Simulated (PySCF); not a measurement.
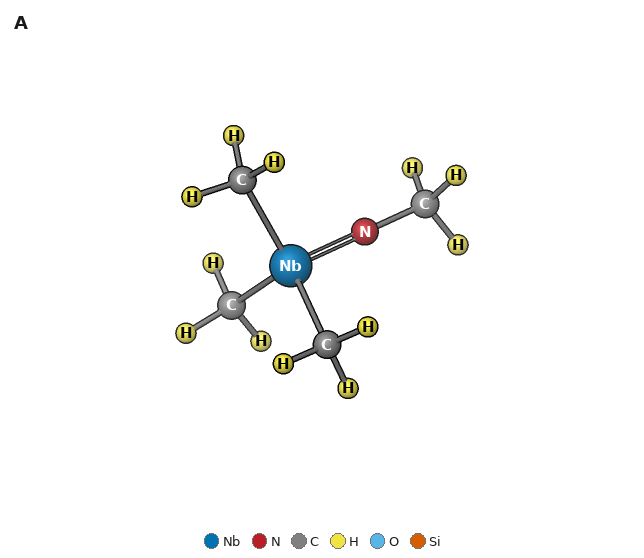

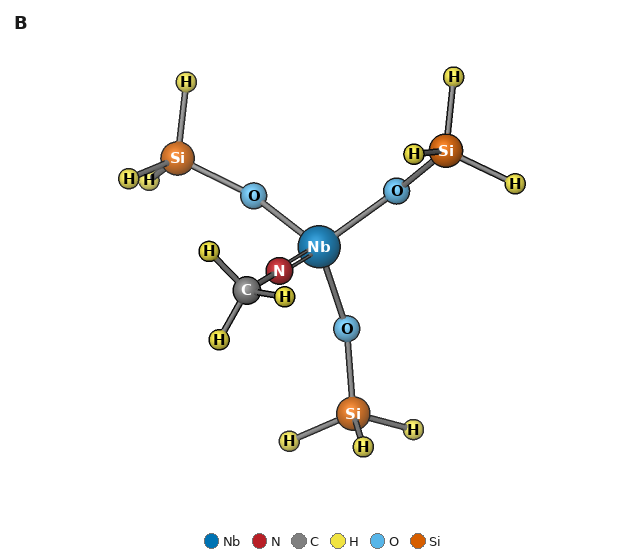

Two related species, optimised with PBE0-D3(BJ)/def2-SVP; properties computed with PySCF 2.14.0. Both: charge 0, singlet.

### Identify both.

A is Nb(NMe)Me3, B is Nb(NMe)(OSiH3)3.

Compare them. With PBE0/def2-SVPD, core potentials on Nb: dipole moment (D), HOMO–LUMO gap (eV), HOMO energy (Kohn–Sham orbital) (eV), lowest vertical singlet excitation (eV), mean static polarisability (bohr³). With PBE0-D3(BJ)/def2-SVP: mean Nb–N length (Å).

```csv
quantity,A,B
dipole moment (D),0.01,1.20
HOMO–LUMO gap (eV),6.09,6.71
HOMO energy (Kohn–Sham orbital) (eV),−7.09,−7.40
lowest vertical singlet excitation (eV),4.27,4.88
mean static polarisability (bohr³),109.1,156.6
mean Nb–N length (Å),1.740,1.746
```

Each is one conformer, and no frequency run is at hand to confirm it as a minimum.
